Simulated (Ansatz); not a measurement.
**As$_{6}$H$_{20}$In$_{7}$ (charge −1): density, localisation and related maps**

Input

```
crystal:
  periodic: [false, false, false]
  atoms:
    - {symbol: In, position_ang: [0.885752, -4.080906, 0.781273]}
    - {symbol: In, position_ang: [-3.080054, 3.079607, -2.363537]}
    - {symbol: In, position_ang: [0.552299, -0.551406, -2.539425]}
    - {symbol: In, position_ang: [-2.242507, -0.956270, 0.595403]}
    - {symbol: In, position_ang: [0.700717, -0.702478, 3.911407]}
    - {symbol: In, position_ang: [0.954423, 2.243772, 0.596903]}
    - {symbol: In, position_ang: [4.079737, -0.885634, 0.782247]}
    - {symbol: As, position_ang: [-3.432119, 0.575763, -1.376592]}
    - {symbol: As, position_ang: [-0.497605, -2.339218, -0.809487]}
    - {symbol: As, position_ang: [2.155034, -2.156083, 2.169392]}
    - {symbol: As, position_ang: [-0.576131, 3.432247, -1.376697]}
    - {symbol: As, position_ang: [2.338158, 0.499107, -0.807635]}
    - {symbol: As, position_ang: [-0.678828, 0.677835, 1.993340]}
    - {symbol: H, position_ang: [2.013645, -4.937565, -0.250114]}
    - {symbol: H, position_ang: [-0.316428, -4.883706, 1.774541]}
    - {symbol: H, position_ang: [-4.124938, 4.125992, -1.423500]}
    - {symbol: H, position_ang: [-3.009571, 3.009755, -4.105742]}
    - {symbol: H, position_ang: [1.335313, -1.331006, -3.895282]}
    - {symbol: H, position_ang: [-0.688572, 0.690461, -2.762321]}
    - {symbol: H, position_ang: [-3.583913, -1.654823, 1.475544]}
    - {symbol: H, position_ang: [-0.465536, -1.719742, 4.734480]}
    - {symbol: H, position_ang: [1.718021, 0.463046, 4.735473]}
    - {symbol: H, position_ang: [1.652811, 3.585539, 1.476619]}
    - {symbol: H, position_ang: [4.936691, -2.011539, -0.251090]}
    - {symbol: H, position_ang: [4.882956, 0.316303, 1.775539]}
    - {symbol: H, position_ang: [-3.487804, -0.334784, -2.602699]}
    - {symbol: H, position_ang: [-4.937331, 0.496426, -1.081745]}
    - {symbol: H, position_ang: [-1.461517, -3.176559, -1.660718]}
    - {symbol: H, position_ang: [2.997579, -2.996660, 3.139166]}
    - {symbol: H, position_ang: [0.334545, 3.485802, -2.602825]}
    - {symbol: H, position_ang: [-0.495553, 4.937739, -1.083572]}
    - {symbol: H, position_ang: [3.177299, 1.462750, -1.657384]}
    - {symbol: H, position_ang: [-1.636574, 1.636204, 2.709048]}
basis:
  gaussian: {orbitals: def2-SVP, fitting: {mean_field: def2-universal-jkfit}, initial_orbitals: start.molden}
total_charge: -1
hamiltonian: {xc: pbe0, dispersion: d4}
scf: {omitted_lower_state_checks: [starts]}
output: {orbitals: {seedname: orbitals}}
```

Run with:

```sh
ansatz run in.yaml --threads 2 --pin off --events-out ev --progress --plain --max-ram 22528MiB --backend cuda --devices 0, --max-vram 18GiB
```

Geometry: PBE-D4/def2-SVP; core potentials replace the inner electrons of In.

All numbers below come from RKS PBE0-D4/def2-SVP in Ansatz 0.2.0.

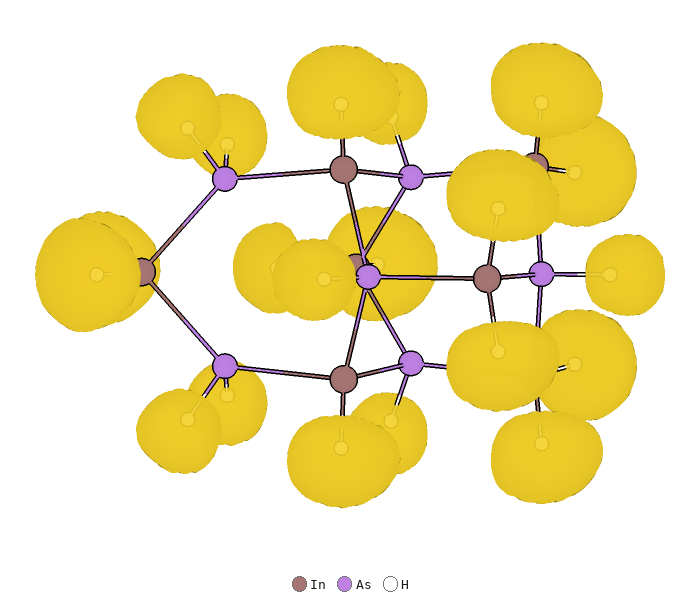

Figure 1. Isosurface of the ELF at 0.9 (yellow), seen across its widest extent. Core shells and regions of very low density are left out.

Where are the electrons localised?

Answer. At this value the surface marks out 20 regions around hydrogen nuclei. Profiles from the grid: In–As (2.63 Å): the ELF peaks at about 0.80 between the atoms: a shared electron pair. As–H (1.53 Å): the ELF climbs to about 1 towards the hydrogen, as it does in any bond to H.

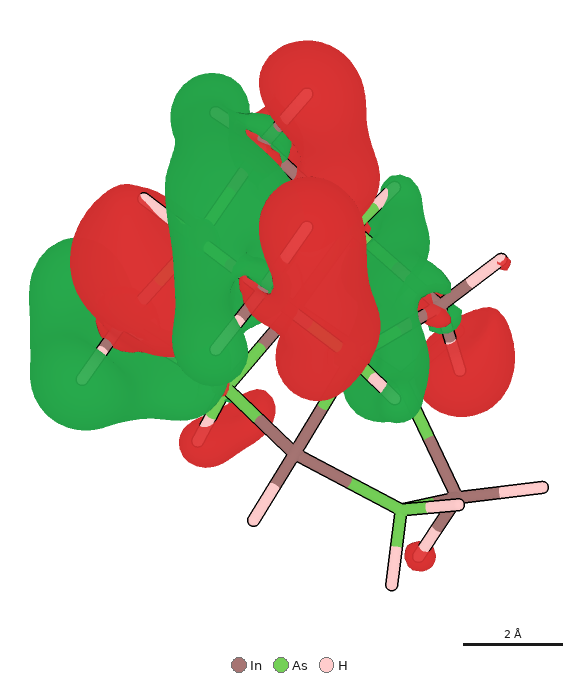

Figure 2. The HOMO−1 at ±0.04 Å⁻³ᐟ² (green and red are the two phases), seen at an oblique angle.

Where does this orbital lie, and at what energy?

Answer. By Hirshfeld shares it lies mainly on As10 (about 35 %), In5 (about 15 %), In1 (about 10 %) and In7 (about 10 %). Its energy is −4.05 eV.

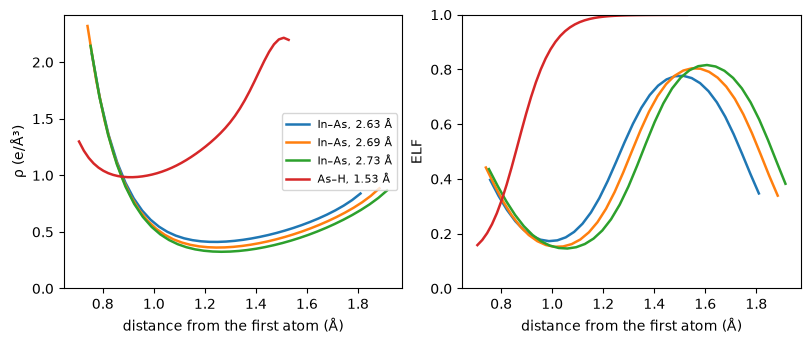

Figure 3. Electron density and electron localisation function along straight lines between neighbouring atoms. The curves leave out the atomic cores.

Compare the contacts.

Answer. In–As (2.63 Å): the density is about 0.42 e/Å³ at the midpoint; the ELF peaks at about 0.80 between the atoms; localised, covalent bonding.
In–As (2.69 Å): the density is about 0.38 e/Å³ at the midpoint; the ELF peaks at about 0.80 between the atoms: a covalent bond.
In–As (2.73 Å): the density is about 0.34 e/Å³ at the midpoint; the ELF peaks at about 0.80 between the atoms.
As–H (1.53 Å): ρ at the midpoint is about 1.1 e/Å³; the ELF climbs to about 1 towards the hydrogen.
